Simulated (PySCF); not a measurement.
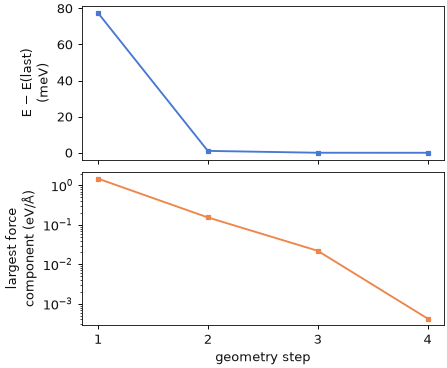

History of a geometry optimisation. The start has point group D∞h, which is kept. A held symmetry can leave a saddle point.

- system: ClF$_{2}$ molecule (charge +1)
- method: PySCF 2.14.0, RKS-based TPSS, Cl def2-TZVP, F def2-TZVP; non-relativistic Hamiltonian; density fitting

How did it end, and what did it gain?

Answer. The optimisation met its thresholds at geometry 4, counting the start as the first. The energy fell by about 77 meV from the first step to the last. The largest force component goes from about 1.5 eV/Å at the start to 4 × 10⁻⁴ eV/Å at the end.
